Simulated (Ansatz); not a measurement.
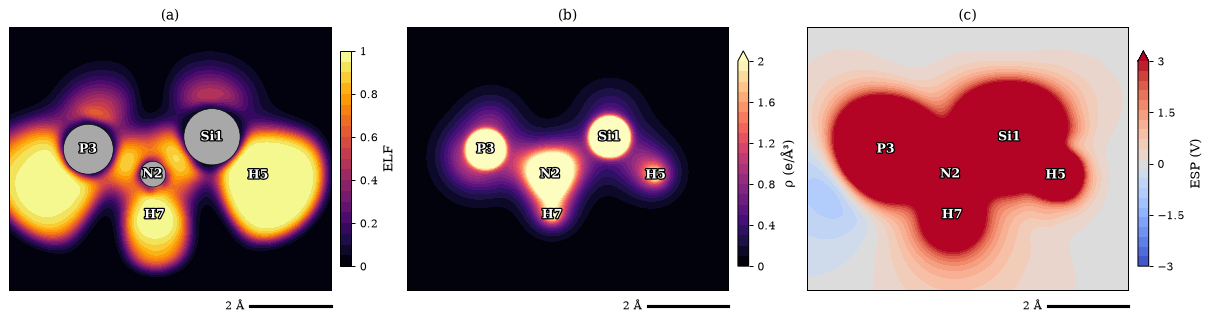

The picture shows: H₆NPSi (SMILES [SiH3]NP). (a) ELF; (b) electron density; (c) electrostatic potential on the plane of atoms P3, N2 and H7. Grey discs cover the atomic cores in the ELF map.

These are results of Ansatz 0.2.0, RKS PBE-D4/def2-TZVP, not measurements.

```yaml
atoms:
  - { symbol: Si, position_ang: [-0.4541, 0.6665, -0.8576] }
  - { symbol: N, position_ang: [0.8748, -0.0858, -0.0261] }
  - { symbol: P, position_ang: [0.7755, -1.0884, 1.3689] }
  - { symbol: H, position_ang: [-1.4233, -0.3681, -1.3394] }
  - { symbol: H, position_ang: [0.1014, 1.4287, -2.0190] }
  - { symbol: H, position_ang: [-1.1989, 1.5952, 0.0515] }
  - { symbol: H, position_ang: [1.8243, 0.0757, -0.3450] }
  - { symbol: H, position_ang: [-0.2930, -1.9639, 0.9677] }
  - { symbol: H, position_ang: [-0.1182, -0.3063, 2.1818] }
```

> What does the map show?

Atoms in the plane: Si, N, P and H.
P–N (1.72 Å): the density is about 1.2 e/Å³ at the midpoint; the ELF peaks at about 0.90 between the atoms (a shared but strongly polarised pair).
Si–N (1.74 Å): ρ is about 1.1 e/Å³ halfway; the ELF peaks at about 0.90 between the atoms, as expected for a polar covalent bond.
N–H (1.01 Å): ρ is about 2.8 e/Å³ halfway; the ELF climbs to about 1 towards the hydrogen, as it does in any bond to H: an ordinary covalent bond to hydrogen.
Si–H (1.50 Å): the density is about 0.79 e/Å³ at the midpoint; the ELF climbs to about 1 towards the hydrogen.
The ELF also peaks beside P3, away from the bonds: lone-pair regions.
Outside the dense part of the molecule the potential is most negative (−0.9 V) near P3.
